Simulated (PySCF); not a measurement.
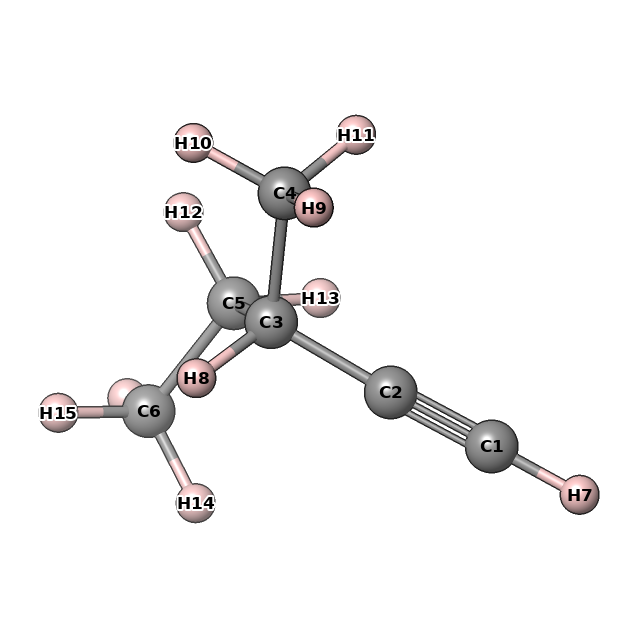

C5 lies behind C3. The molecule seen a little off the C3–C5 bond, C3 in front. Depth is shown by fading: the farther an atom, the more it takes the colour of the background. Geometry: an image of a reaction path computed with GFN2-xTB, not a minimum.

**What is the torsion angle C4–C3–C5–C6? The sign is positive where the front bond must turn clockwise to cover the back bond.**

−147°, anticlinal.
